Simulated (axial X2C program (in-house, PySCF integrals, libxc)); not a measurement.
# Relativistic diatomic calculation for OH⁺

System: OH⁺, single determinant with Ω = 1.
Method: PBE0, two-component X2C with atomic mean-field Coulomb and Gaunt terms, O dyall-av3z, H dyall-v3z (cores contracted) (axial X2C program (in-house, PySCF integrals, libxc)).

Input file:
```
{"zs": [8, 1], "q": 1, "bas": ["dyall-av3z", "dyall-v3z"], "levels": ["PBE0", "HF", "B3LYP"], "cc": true, "r0": 0.95, "thr": -2.0, "nmax": 90, "npts": 10, "nst": 2, "ntry": 6}
```

The line is the task of a batch: nuclear charges, charge, bases, the levels to run, a first guess of the distance and further settings. This report covers PBE0 with spin-orbit coupling. The log is that of the reference distance 1.034 Å, started from orbitals converged before.

The run was one of a batch that the task file lists, launched with:
```bash
python <driver script> task.json out
```

The program's output:
```
two-component X2C + atomic mean field  PBE0
basis functions 71  fitting functions 378  grid points 4337
iter        total energy     max residual
   1        -75.262715874     3.57e-05
   2        -75.262715895     1.70e-05
   3        -75.262715899     1.04e-05
   4        -75.262715902     3.36e-07
   5        -75.262715902     5.12e-08
converged
one-electron -107.52533565  Coulomb 36.62685004  exact exchange -2.06126487  xc functional -6.39284969  nuclear repulsion 4.09421440  atomic mean-field constant -0.00433012
```

The points of the curve:

```
R (Å)  E (hartree)  dipole (D; origin at the first atom, positive when the second is positive)  highest filled (eV)  lowest empty (eV)
0.900   −75.247622                                                                        2.22               −26.38             −17.20
0.941   −75.256234                                                                        2.32               −26.10             −17.04
0.972   −75.260084                                                                        2.40               −25.88             −16.92
1.003   −75.262128                                                                        2.48               −25.66             −16.81
1.034   −75.262716                                                                        2.56               −25.44             −16.69
1.070   −75.261925                                                                        2.66               −25.18             −16.55
1.106   −75.259881                                                                        2.77               −24.92             −16.42
1.153   −75.255875                                                                        2.91               −24.58             −16.24
1.210   −75.249494                                                                        3.08               −24.17             −16.04
1.292   −75.238521                                                                        3.35               −23.59             −15.74
```

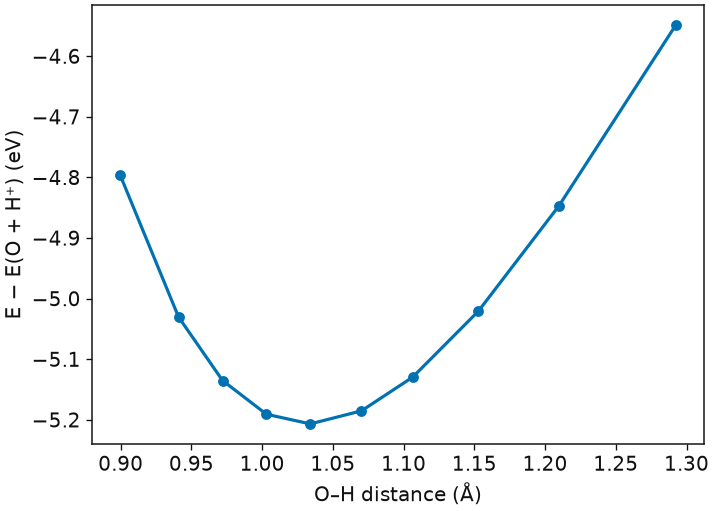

Fig. 1: Energy at 10 bond lengths, for one set of occupations held fixed; the line joins the points. A polynomial of degree 6 through 9 points gives rₑ = 1.033 Å, ωₑ = 3104 cm⁻¹, ωₑxₑ = 81 cm⁻¹ and Bₑ = 16.67 cm⁻¹. The minimum lies 5.21 eV below O + H⁺, each computed as one determinant at the same level.

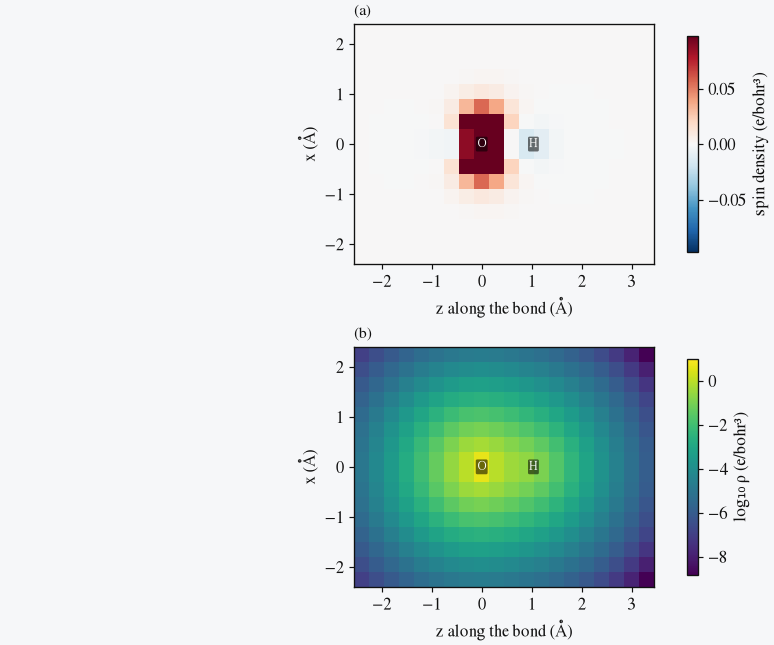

Fig. 2: (a) spin density; (b) electron density on a logarithmic scale, in a plane that holds the axis, at 1.03 Å, on points 0.3 Å apart (one half computed, the other mirrored); the structure near the nuclei is finer than these points.

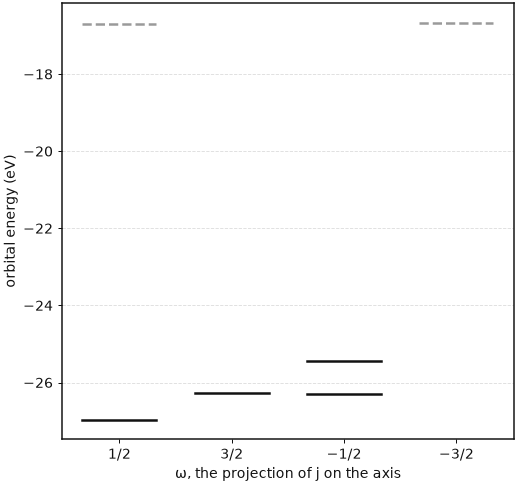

Fig. 3: Orbital energies near the frontier at 1.03 Å, filled (solid) and empty (dashed). The highest filled spinor (−1/2; 75 % O p, 14 % H s) lies at −25.44 eV, the lowest empty one (1/2; 92 % O p, 6 % H p) at −16.69 eV.

Summary:

- outcome: converged
- bond length rₑ: 1.033 Å
- ωₑ: 3104 cm⁻¹
- energy at the minimum: −75.26272 hartree
- depth below the fragments: 5.21 eV
- hardware: 1 CPU thread, shared host
- wall time: 0.92 s
